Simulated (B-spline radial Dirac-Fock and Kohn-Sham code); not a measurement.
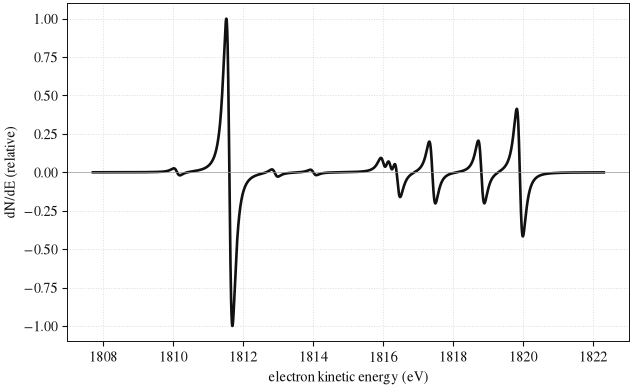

The Auger multiplet of an M5 hole with both final holes in N67, broadened by 0.30 eV full width and differentiated. Kinetic energies count from the vacuum level; very weak lines are left out. Lines are named by their largest jj component, which in light atoms can differ from the customary names. System: the ion Os³⁺ in the configuration [Xe] 4f14 5d5, inside a Watson sphere of charge −3 and radius 1.8 Å that stands in for a crystal. Level of theory: Dirac–Fock ΔSCF energies in intermediate coupling of the two holes, Coulomb rates, valence shells as spectators; calculated with a B-spline radial code.

> How wide is the M5 level from this decay?

0.566 eV from this multiplet.

> Which line is strongest?

M5-N6N7 J=6 at 1.812 keV, 46 % of the multiplet.
